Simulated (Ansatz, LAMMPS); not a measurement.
# Squeezing and shearing amorphous 31Ga2O3-69TiO2 (mol %) (116 atoms), part 2 of 3

How stiff is amorphous 31Ga2O3-69TiO2 (mol %) (116 atoms), and how do its levels respond to strain?

Ansatz 0.2.0; Kohn-Sham DFT, PBE, PAW (set soft_1), plane waves.

The cell: 20 Ga, 22 Ti and 74 O. The quench rate of 20 K/ps is orders of magnitude faster than experiment. The network of bonds at the start is that of the classical potential that made the cell. Only the Γ point is sampled.

So far. Step 2 (Single point at the start): The r.m.s. force at the start is 0.71 eV/Å. Step 3 (Cell and atoms relaxed): The relaxation converged after 34 steps, with a largest force component of 0.021 eV/Å.

## (4) Single point at the relaxed geometry

One more single point at the end of the walk gives the fuller output and checks the residual forces.

File input.yaml:

```yaml
crystal:
  lattice:
    - [11.42065, 0.09875, 0.19633]
    - [0.09875, 10.86927, -0.29044]
    - [0.19633, -0.29044, 11.17368]
  atoms:
    - { symbol: Ga, position: [0.77079, 0.80699, 0.49771] }
    - { symbol: Ga, position: [0.60014, 0.32393, 0.23234] }
    - { symbol: Ga, position: [0.37666, 0.22235, 0.09198] }
    - { symbol: Ga, position: [0.06576, 0.80417, 0.53779] }
    - { symbol: Ga, position: [0.63609, 0.58302, 0.35179] }
    - { symbol: Ga, position: [0.13445, 0.05575, 0.03638] }
    [... 104 atom lines left out ...]
    - { symbol: O, position: [0.31818, 0.8217, 0.55151] }
    - { symbol: O, position: [0.71324, 0.46705, 0.22479] }
    - { symbol: O, position: [0.91726, 0.59189, 0.2579] }
    - { symbol: O, position: [0.52511, 0.21797, 0.36106] }
    - { symbol: O, position: [0.14413, 0.13721, 0.59254] }
    - { symbol: O, position: [0.54972, 0.95042, 0.33328] }
kpoints:
  mp_grid: { grid: [1, 1, 1] }
hamiltonian:
  xc: pbe
  pseudopotentials: { kind: paw, azcp: { folder: soft_1 } }
scf:
  occupations: { method: fixed }
output:
  forces: true
  stress: true
  populations: true
  dos:
    method: { smearing: { sigma: 0.1 } }
    de: 0.1
    projected: { site_lists: { Ga: [Ga], O: [O], Ti: [Ti] } }
  eigenvalues: true
  write_density: true
  write_potential: true
  volumetric_format: npy
  elf: true
```

Started as:

```console
> ansatz run input.yaml --threads 4 --pin off --max-ram 8192MiB --backend cpu --events-out ev --progress --plain --runs-dir out
```

Numbers of over 12 decimals in the logs are rounded to 6 here.

The log of the run:

```text
[...]
Crystal: 116 atoms, lattice volume = 1385.532 Å³
Basis set: ecut = 420 eV, 27099 PW (Γ), exchange–correlation on 160×150×150 points (8 copies of the dense FFT grid, shifted against one another)
Bands: 600, of which v1, the nominal top of the filled ones, is band 484 counted from 1 (483 counted from 0)
Symmetry: 1 space group operations
[...]
k-points: 1
[...]
SCF iter   1: F=—  HF=-172760.333870 eV  |F-HF|=—  |Δ(HF+E_count)|=         —  Δρ=8.94e-2  dr2=8.01e1  ethr=3.10e-3  ⟨swp⟩=4.0  Hψ=1669  notcnv=0  defer=112
[...]
SCF iter  18: F=-172738.585343 eV  HF=-172738.585343 eV  |F-HF|=2.91e-11  |Δ(HF+E_count)|=  3.20e-10  Δρ=9.58e-7  dr2=1.60e-8  ethr=1.03e-11  ⟨swp⟩=5.0  Hψ=3321  notcnv=0
SCF 1 converged in 18 iterations: F = -172738.585343 eV  dr2 = 1.60e-8
[...]
SCF converged after 18 iterations
Free energy (F): -172738.585343 eV
[...]
Internal energy: -172738.585343 eV  (E = F + TS)
E sigma→0 (E₀):  -172738.585343 eV
Fermi energy:    6.729214 eV
[...]
--- Forces (eV/Å), atoms counted from 1 ---
  atom   1  Ga     0.00107464    -0.00669145    -0.00417611
  atom   2  Ga     0.00167990     0.00161862    -0.00452766
  atom   3  Ga     0.00091435    -0.00185695    -0.00471818
  atom   4  Ga     0.00197258    -0.00128992     0.00385998
  atom   5  Ga    -0.00151179     0.00248624     0.00115276
  atom   6  Ga    -0.00248234    -0.00008587     0.00224989
  atom   7  Ga    -0.00255868    -0.00298791    -0.00884609
  atom   8  Ga    -0.00414074    -0.00416168     0.00312965
  atom   9  Ga     0.00277728     0.00209009     0.00214563
  atom  10  Ga    -0.00136446     0.00520135     0.00293233
  atom  11  Ga     0.00736035     0.00006425     0.00415434
  atom  12  Ga    -0.00165519     0.00047709    -0.00003230
  atom  13  Ga     0.00460962    -0.00268564    -0.00423053
  atom  14  Ga     0.00007169    -0.00110882    -0.00443658
[...]
atom 115  O      0.00230788     0.00406968     0.00492210
  atom 116  O      0.00055155     0.00061338     0.00168815
  max |Σ_I F_I| component: 4.67e-5 eV/Å
--- Stress (GPa, compression-positive) ---
        0.021461       0.006078       0.016995
        0.006078      -0.017029      -0.012731
        0.016995      -0.012731       0.001624
  P = ⅓ Tr σ = 0.0020 GPa (0.020 kbar)
--- Band table (eV) ---
[...]
--- Löwdin populations: 116 sites ---
  site symbol       q [e]
     0     Ga     11.9663
     1     Ga     12.0069
     2     Ga     12.0036
[...]
115      O      6.6122
  spilling = 0.003113 (of n_electrons = 968.000000)
```

The job ended after 39 s (4 threads of AMD EPYC 9R14 (Zen 4), shared host; peak memory 2.5 GiB; 2.5 min of CPU time).

The run gave:

| Item | Value |
| --- | --- |
| free energy | -172738.5853 eV |
| free energy per atom | -1489.1257 eV/atom |
| SCF cycles | 18 |
| pressure | 0.002018 GPa |
| r.m.s. force component | 0.0032 eV/Å |
| longest force | 0.02199 eV/Å |
| Fermi energy | 6.729 eV |
| gap (highest filled to lowest empty level) | 2.699 eV |
| spilling of the projection | 0.003113 |

Löwdin charges by element and coordination (they lack the spilled electrons, 0.026 e an atom on average):

| element | coordination | atoms | mean charge (e) | spread | least | most |
| --- | --- | --- | --- | --- | --- | --- |
| Ga | all | 20 | 1.01 | 0.0153 | 0.989 | 1.05 |
| Ga | 4 | 7 | 1.01 | 0.0142 | 0.989 | 1.03 |
| Ga | 5 | 12 | 1.01 | 0.0161 | 0.991 | 1.05 |
| Ga | 6 | 1 | 1.01 | 0 | 1.01 | 1.01 |
| O | all | 74 | -0.657 | 0.0417 | -0.736 | -0.54 |
| O | 2 | 15 | -0.593 | 0.0234 | -0.622 | -0.54 |
| O | 3 | 54 | -0.671 | 0.0258 | -0.736 | -0.600 |
| O | 4 | 5 | -0.699 | 0.0256 | -0.736 | -0.663 |
| Ti | all | 22 | 1.43 | 0.0254 | 1.38 | 1.49 |
| Ti | 4 | 3 | 1.40 | 0.0177 | 1.38 | 1.42 |
| Ti | 5 | 9 | 1.42 | 0.0147 | 1.39 | 1.44 |
| Ti | 6 | 9 | 1.45 | 0.023 | 1.41 | 1.49 |
| Ti | 7 | 1 | 1.46 | 0 | 1.46 | 1.46 |

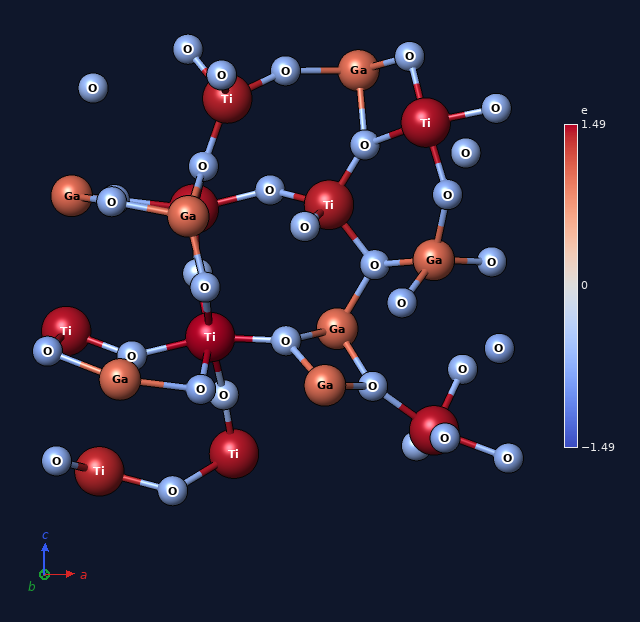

Atoms coloured by Löwdin charge. Drawn is a slice 4 Å thick, seen along the normal of the ac plane. Bonds to atoms that aren't drawn are left out.

Density of states as counts of states in windows of 1 eV (from the Fermi level), total and the larger projections:

| from (eV) | to (eV) | total | O p | Ti d | O s | Ga d |
| --- | --- | --- | --- | --- | --- | --- |
| -18 | -17 | 54.5 | 0.3 | 1.1 | 40.0 | 2.9 |
| -17 | -16 | 73.3 | 0.3 | 3.1 | 58.5 | 4.3 |
| -16 | -15 | 15.8 | 0.1 | 1.0 | 13.5 | 0.3 |
| -15 | -14 | 0.0 | 0.0 | 0.0 | 0.0 | 0.0 |
| -14 | -13 | 74.4 | 0.8 | 0.1 | 0.6 | 72.6 |
| -13 | -12 | 125.3 | 1.3 | 0.4 | 5.5 | 117.2 |
| -12 | -11 | 0.3 | 0.0 | 0.0 | 0.0 | 0.2 |
| -11 | -7 | 0.0 | 0.0 | 0.0 | 0.0 | 0.0 |
| -7 | -6 | 13.6 | 8.3 | 0.7 | 0.4 | 0.1 |
| -6 | -5 | 23.6 | 14.9 | 1.5 | 1.0 | 0.1 |
| -5 | -4 | 42.9 | 30.7 | 5.6 | 0.5 | 0.2 |
| -4 | -3 | 92.1 | 69.0 | 14.1 | 0.8 | 0.4 |
| -3 | -2 | 89.4 | 72.3 | 10.8 | 0.9 | 0.5 |
| -2 | -1 | 101.3 | 88.5 | 8.2 | 0.9 | 0.5 |
| -1 | 0 | 77.7 | 72.1 | 3.4 | 0.4 | 0.3 |
| 0 | 1 | 3.4 | 3.2 | 0.1 | 0.0 | 0.0 |
| 1 | 2 | 0.0 | 0.0 | 0.0 | 0.0 | 0.0 |
| 2 | 3 | 14.9 | 1.3 | 12.2 | 0.2 | 0.0 |
| 3 | 4 | 74.9 | 9.8 | 58.7 | 1.4 | 0.0 |
| 4 | 5 | 62.6 | 11.8 | 42.1 | 2.8 | 0.0 |

With fixed occupations the program's Fermi level is the highest filled level; weight inside the gap is the broadening of levels at its edges.

Between -26 and -18 eV lie 4 more states.

The stored curve holds about 792 of the 968 electrons; the rest, give or take the few that broadening carries across the Fermi level, lie in deeper levels below its range.

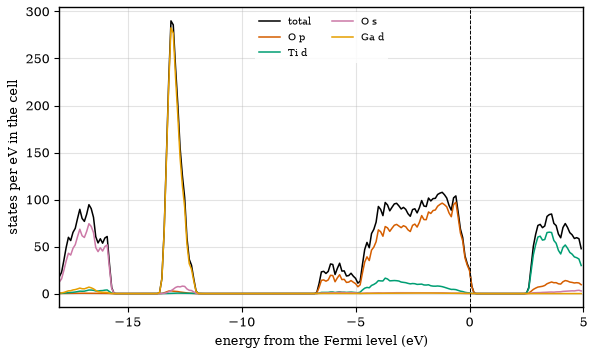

Total and projected density of states, with the broadening of the input.

The levels nearest the highest filled one (over half full), pooled over k-points and spins:

| level less the highest filled one (eV) | occupation |
| --- | --- |
| -0.258 | 2 |
| -0.250 | 2 |
| -0.154 | 2 |
| -0.108 | 2 |
| -0.015 | 2 |
| 0 | 2 |
| 2.70 | 0 |
| 2.76 | 0 |
| 2.78 | 0 |
| 2.83 | 0 |
| 2.87 | 0 |
| 2.89 | 0 |

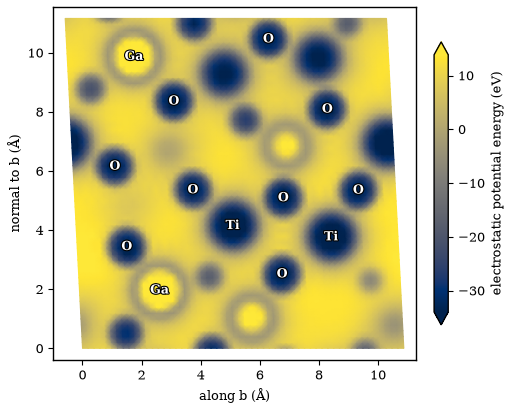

Electrostatic potential energy in the bc plane at fractional x = 0.334, with atoms of Ga and Ti and O within 0.2 Å of it. With pseudopotentials it is smooth inside the atoms' cores, unlike the true potential. The map starts off the cell's origin, so that atoms lie inside it.

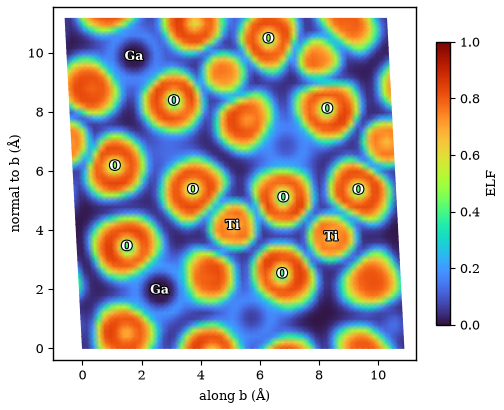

ELF in the bc plane at fractional x = 0.334, with atoms of Ga and Ti and O within 0.2 Å of it. It is the smooth field of the valence electrons, not physical close to the nuclei. The map starts off the cell's origin, so that atoms lie inside it.

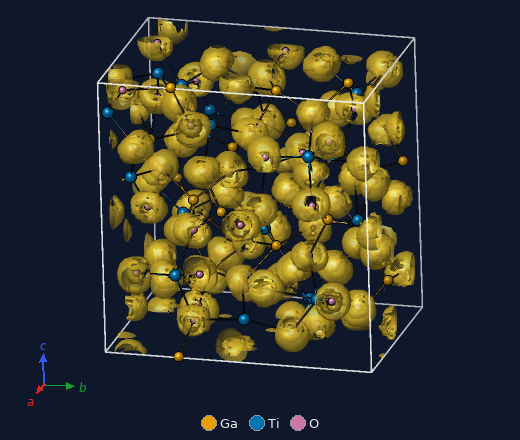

Surface of ELF = 0.79.

Filled and empty levels are parted by 2.70 eV (at Γ alone); a semilocal functional tends to put such gaps too low. In a disordered cell it changes from sample to sample, and tail or defect levels can set it. Mean Löwdin charges: Ga +1.01, O -0.66, Ti +1.43 e (they miss 0.31 % of the electrons, so they add up to more than the cell's charge). The largest share in the top eV of filled states is O p (94 % of the projected weight), and in the lowest eV of empty states Ti d (81 % of the projected weight).

## (5) Volume -3 %

The relaxed cell is scaled evenly and the atoms are relaxed again; the stress at the end gives one point of P(V).

input.yaml, the sections that differ from step 4:

```yaml
crystal:
  lattice:
    - [11.30528, 0.09775, 0.19435]
    - [0.09775, 10.75947, -0.28751]
    - [0.19435, -0.28751, 11.06081]
  atoms:
    [... the 116 atom lines of step 4 ...]
output:
  forces: true
  eigenvalues: true
  stress: true
relax:
  f_tol: 0.05
  max_steps: 70
# kpoints, hamiltonian, scf: as in step 4
```

The log of the run:

```text
Warning: output.stress: scf.convergence.dr2_threshold = 1e-7 eV (the SCF's general default) is looser than the 1.08e-8 eV advised for a printed stress (1e-10 eV for each atom of the cell: 116, of which 108 are counted). What an SCF threshold leaves in a stress goes as its square root, and in the free energy as the threshold itself, and one threshold admits the most on a small cell: [...]
[...]
Crystal: 116 atoms, lattice volume = 1343.966 Å³
Basis set: ecut = 420 eV, 26231 PW (Γ), exchange–correlation on 160×144×150 points (8 copies of the dense FFT grid, shifted against one another)
Bands: 600, of which v1, the nominal top of the filled ones, is band 484 counted from 1 (483 counted from 0)
Symmetry: 1 space group operations
[...]
k-points: 1
[...]
SCF iter   1: F=—  HF=-172761.142407 eV  |F-HF|=—  |Δ(HF+E_count)|=         —  Δρ=9.24e-2  dr2=8.41e1  ethr=3.10e-3  ⟨swp⟩=4.0  Hψ=1683  notcnv=0  defer=112
[...]
SCF iter  12: F=-172737.839600 eV  HF=-172737.839588 eV  |F-HF|=1.26e-5  |Δ(HF+E_count)|=   3.81e-5  Δρ=4.00e-5  dr2=2.83e-5  ethr=6.46e-9  ⟨swp⟩=10.0  Hψ=2589  notcnv=0
SCF 1 converged in 12 iterations: F = -172737.839600 eV  dr2 = 2.83e-5
[...]
relax step   1: F+E_penalty+E_count = -172737.83960016 eV  Δ(F+E_penalty+E_count) = +0.000e0 eV  max|allowed force component| = 5.058e-1 eV/Å  Δτ_max = 0.0000 Å  (12 SCF iters, dr2 threshold 6.25e-5 eV, accepted)
[...]
relax step   2: F+E_penalty+E_count = -172738.03076478 eV  Δ(F+E_penalty+E_count) = -1.912e-1 eV  max|allowed force component| = 2.795e-1 eV/Å  Δτ_max = 0.0399 Å  (7 SCF iters, dr2 threshold 1.60e-5 eV, accepted)
[...]
relax step   3: F+E_penalty+E_count = -172738.13272480 eV  Δ(F+E_penalty+E_count) = -1.020e-1 eV  max|allowed force component| = 1.379e-1 eV/Å  Δτ_max = 0.0518 Å  (8 SCF iters, dr2 threshold 4.88e-6 eV, accepted)
relax step   4: F+E_penalty+E_count = -172738.06017267 eV  Δ(F+E_penalty+E_count) = +7.255e-2 eV  max|allowed force component| = 3.409e-1 eV/Å  Δτ_max = 0.2000 Å  (9 SCF iters, dr2 threshold 4.63e-6 eV, rejected (line search))
relax step   5: F+E_penalty+E_count = -172738.17503512 eV  Δ(F+E_penalty+E_count) = -4.231e-2 eV  max|allowed force component| = 1.086e-1 eV/Å  Δτ_max = 0.0906 Å  (12 SCF iters, accepted)
relax step   6: F+E_penalty+E_count = -172738.17470788 eV  Δ(F+E_penalty+E_count) = +3.272e-4 eV  max|allowed force component| = 1.808e-1 eV/Å  Δτ_max = 0.1000 Å  (9 SCF iters, dr2 threshold 2.87e-6 eV, rejected (line search))
relax step   7: F+E_penalty+E_count = -172738.18310745 eV  Δ(F+E_penalty+E_count) = -8.072e-3 eV  max|allowed force component| = 1.361e-1 eV/Å  Δτ_max = 0.0493 Å  (10 SCF iters, accepted)
relax step   8: F+E_penalty+E_count = -172738.18471444 eV  Δ(F+E_penalty+E_count) = -1.607e-3 eV  max|allowed force component| = 6.756e-2 eV/Å  Δτ_max = 0.0500 Å  (7 SCF iters, dr2 threshold 1.15e-5 eV, accepted)
relax step   9: F+E_penalty+E_count = -172738.18768940 eV  Δ(F+E_penalty+E_count) = -2.975e-3 eV  max|allowed force component| = 5.009e-2 eV/Å  Δτ_max = 0.0187 Å  (9 SCF iters, accepted)
relax step  10: F+E_penalty+E_count = -172738.18460775 eV  Δ(F+E_penalty+E_count) = +3.082e-3 eV  max|allowed force component| = 5.561e-2 eV/Å  Δτ_max = 0.0512 Å  (9 SCF iters, rejected (line search))
[...]
relax step  11: F+E_penalty+E_count = -172738.18836546 eV  Δ(F+E_penalty+E_count) = -6.761e-4 eV  max|allowed force component| = 1.630e-2 eV/Å  Δτ_max = 0.0066 Å  (9 SCF iters, accepted)
SCF converged after 9 iterations
Free energy (F): -172738.188365 eV
[...]
Internal energy: -172738.188365 eV  (E = F + TS)
E sigma→0 (E₀):  -172738.188365 eV
Fermi energy:    7.137274 eV
[...]
--- Forces (eV/Å), atoms counted from 1 ---
  atom   1  Ga     0.00288343     0.00558924    -0.00343718
  atom   2  Ga     0.00264847     0.00295006    -0.00074358
  atom   3  Ga    -0.00362672    -0.00291524    -0.00224623
  atom   4  Ga    -0.00460186    -0.00362543    -0.00533584
  atom   5  Ga    -0.00072249    -0.00189361     0.00054489
  atom   6  Ga    -0.00452063     0.00215344    -0.00097023
  atom   7  Ga    -0.00085798     0.00539671    -0.00287996
  atom   8  Ga     0.00238767    -0.00183157     0.00409069
  atom   9  Ga    -0.00142947    -0.00318676     0.00446457
  atom  10  Ga     0.00447921     0.00323482     0.00197706
  atom  11  Ga    -0.00078731     0.00468733    -0.00093448
  atom  12  Ga    -0.00275395     0.00507377     0.00054617
  atom  13  Ga    -0.00350110     0.00155880    -0.00212193
  atom  14  Ga    -0.00149489     0.00188067    -0.00058739
[...]
atom 115  O      0.00031788     0.00170730     0.00048055
  atom 116  O     -0.00528381    -0.00651700     0.00578975
  max |Σ_I F_I| component: 6.56e-5 eV/Å
--- Stress (GPa, compression-positive) ---
        3.002787       0.113576      -0.335137
        0.113576       3.282102       0.079575
       -0.335137       0.079575       2.949896
  P = ⅓ Tr σ = 3.0783 GPa (30.783 kbar)
--- Band table (eV) ---
[...]
--- Relaxed structure (11 steps of the walk, 8 accepted, 0 SCFs on fresh bases) ---
  F+E_penalty+E_count = -172738.18836546 eV   max|allowed force component| = 1.630e-2 eV/Å
  atoms:
    - { symbol: Ga, position: [0.768368, 0.806345, 0.493886] }
    - { symbol: Ga, position: [0.601332, 0.324819, 0.228485] }
    - { symbol: Ga, position: [0.375705, 0.222862, 0.090073] }
    - { symbol: Ga, position: [0.065606, 0.803981, 0.541681] }
[...]
- { symbol: O, position: [0.547002, 0.945138, 0.330684] }
```

The job ended after 3.5 min (4 threads; peak memory 2.4 GiB).

The program notes that the SCF threshold is loose for the stress.

The relaxation converged after 11 steps, 0.349 eV below its start, with a largest force component of 0.016 eV/Å.

Volume -3 %: the energy stands 0.397 eV above that of the reference, at a pressure of 3.08 GPa.

## (6) Volume +3 %

The relaxed cell is scaled to another volume.

Input and log are left out; they have the form of those shown for this kind of step.

It took 3.9 min on 4 threads of AMD EPYC 9R14 (Zen 4), shared host; peak memory 2.6 GiB.

The relaxation converged after 11 steps, 0.351 eV below its start, with a largest force component of 0.043 eV/Å.

Volume +3 %: the energy stands 0.312 eV above that of the reference, at a pressure of -2.32 GPa.

## (7) Volume -6 %

The relaxed cell is scaled to another volume.

Input and log are left out; they have the form of those shown for this kind of step.

Run time: 5.8 min. Hardware: 4 threads of AMD EPYC 9R14 (Zen 4), shared host; peak memory 2.4 GiB; 22 min of CPU time.

The relaxation converged after 20 steps, 1.99 eV below its start, with a largest force component of 0.048 eV/Å.

Volume -6 %: the energy stands 1.13 eV above that of the reference, at a pressure of 5.68 GPa.

## (8) Volume +6 %

The relaxed cell is scaled to another volume.

Input and log are left out; they have the form of those shown for this kind of step.

It took 5.5 min on 4 threads of AMD EPYC 9R14 (Zen 4), shared host; peak memory 2.6 GiB; 21 min of CPU time.

The relaxation converged after 15 steps, 1.36 eV below its start, with a largest force component of 0.024 eV/Å.

Volume +6 %: the energy stands 1.16 eV above that of the reference, at a pressure of -4.03 GPa.

## (9) Volume -10 %

The relaxed cell is scaled to another volume.

Input and log are left out; they have the form of those shown for this kind of step.

Run time: 8.2 min. Hardware: 4 threads of AMD EPYC 9R14 (Zen 4), shared host; peak memory 2.3 GiB.

The relaxation converged after 29 steps, 6.28 eV below its start, with a largest force component of 0.039 eV/Å.

Volume -10 %: the energy stands 3.09 eV above that of the reference, at a pressure of 8.63 GPa.

## (10) Stretched by 1 % along x

The relaxed cell is strained along x alone, which gives the stiffness along x and its coupling to y and z.

input.yaml, the sections that differ from step 5:

```yaml
crystal:
  lattice:
    - [11.53486, 0.09875, 0.19633]
    - [0.09974, 10.86927, -0.29044]
    - [0.19829, -0.29044, 11.17368]
  atoms:
    [... the 116 atom lines of step 4 ...]
# kpoints, hamiltonian, scf, output, relax: as in step 5
```

The log of the run:

```text
[...]
Crystal: 116 atoms, lattice volume = 1399.388 Å³
Basis set: ecut = 420 eV, 27391 PW (Γ), exchange–correlation on 160×150×150 points (8 copies of the dense FFT grid, shifted against one another)
Bands: 600, of which v1, the nominal top of the filled ones, is band 484 counted from 1 (483 counted from 0)
Symmetry: 1 space group operations
[...]
k-points: 1
[...]
SCF iter   1: F=—  HF=-172759.754081 eV  |F-HF|=—  |Δ(HF+E_count)|=         —  Δρ=8.84e-2  dr2=7.89e1  ethr=3.10e-3  ⟨swp⟩=4.0  Hψ=1669  notcnv=0  defer=112
[...]
SCF iter  11: F=—  HF=-172738.460466 eV  |F-HF|=—  |Δ(HF+E_count)|=   1.76e-4  Δρ=9.22e-5  dr2=1.47e-4  ethr=6.13e-8  ⟨swp⟩=2.0  Hψ=941  notcnv=0  defer=114
SCF iter  12: F=-172738.460524 eV  HF=-172738.460500 eV  |F-HF|=2.40e-5  |Δ(HF+E_count)|=   3.40e-5  Δρ=4.27e-5  dr2=3.50e-5  ethr=6.46e-9  ⟨swp⟩=9.0  Hψ=2904  notcnv=0
SCF 1 converged in 12 iterations: F = -172738.460524 eV  dr2 = 3.50e-5
[...]
relax step   1: F+E_penalty+E_count = -172738.46052445 eV  Δ(F+E_penalty+E_count) = +0.000e0 eV  max|allowed force component| = 4.199e-1 eV/Å  Δτ_max = 0.0000 Å  (12 SCF iters, dr2 threshold 6.25e-5 eV, accepted)
[...]
relax step   2: F+E_penalty+E_count = -172738.49671785 eV  Δ(F+E_penalty+E_count) = -3.619e-2 eV  max|allowed force component| = 2.531e-1 eV/Å  Δτ_max = 0.0163 Å  (7 SCF iters, dr2 threshold 1.10e-5 eV, accepted)
[...]
relax step   3: F+E_penalty+E_count = -172738.51470466 eV  Δ(F+E_penalty+E_count) = -1.799e-2 eV  max|allowed force component| = 9.324e-2 eV/Å  Δτ_max = 0.0153 Å  (7 SCF iters, dr2 threshold 4.00e-6 eV, accepted)
relax step   4: F+E_penalty+E_count = -172738.37616557 eV  Δ(F+E_penalty+E_count) = +1.385e-1 eV  max|allowed force component| = 3.005e-1 eV/Å  Δτ_max = 0.1469 Å  (13 SCF iters, rejected (line search))
[...]
relax step   5: F+E_penalty+E_count = -172738.52445134 eV  Δ(F+E_penalty+E_count) = -9.747e-3 eV  max|allowed force component| = 4.821e-2 eV/Å  Δτ_max = 0.0298 Å  (13 SCF iters, accepted)
SCF converged after 13 iterations
Free energy (F): -172738.524451 eV
[...]
Internal energy: -172738.524451 eV  (E = F + TS)
E sigma→0 (E₀):  -172738.524451 eV
Fermi energy:    6.601874 eV
[...]
Σ components = -172738.524451   (vs F -172738.524451, Δ=0.00e0)
--- Forces (eV/Å), atoms counted from 1 ---
  atom   1  Ga     0.00177136     0.00424386    -0.00346791
  atom   2  Ga    -0.00121495    -0.00677370     0.00258085
  atom   3  Ga    -0.02417294    -0.01469343    -0.00067933
  atom   4  Ga     0.01274619    -0.00009794     0.01130424
[...]
atom 116  O      0.01193551     0.02395011     0.00270976
  max |Σ_I F_I| component: 1.16e-4 eV/Å
--- Stress (GPa, compression-positive) ---
       -1.484634      -0.005187       0.157899
       -0.005187      -0.721392      -0.083999
        0.157899      -0.083999      -0.517096
  P = ⅓ Tr σ = -0.9077 GPa (-9.077 kbar)
--- Band table (eV) ---
[...]
--- Relaxed structure (5 steps of the walk, 4 accepted, 0 SCFs on fresh bases) ---
  F+E_penalty+E_count = -172738.52445134 eV   max|allowed force component| = 4.821e-2 eV/Å
  atoms:
    - { symbol: Ga, position: [0.771387, 0.808316, 0.498961] }
    - { symbol: Ga, position: [0.600358, 0.324342, 0.232610] }
    - { symbol: Ga, position: [0.378085, 0.222324, 0.091900] }
    - { symbol: Ga, position: [0.064757, 0.803642, 0.537100] }
[...]
- { symbol: O, position: [0.550085, 0.951511, 0.333614] }
```

The job ended after 1.7 min (4 threads; peak memory 2.5 GiB; 6.6 min of CPU time).

The relaxation converged after 5 steps, 0.0639 eV below its start, with a largest force component of 0.048 eV/Å.

Stretched by 1 % along x: the energy stands 0.0609 eV above that of the reference, at a pressure of -0.908 GPa.

(Continued in part 3 of 3.)

[Logs are printed without paths, hosts, clocks, repeated set-up lines and the standing remarks that a program may print on its own settings, such as how far it seeks lower states.]

[Hosts, paths, dates, database ids (printed as entryN), source tags and the programs' standing remarks are cut or masked in the printed files.]
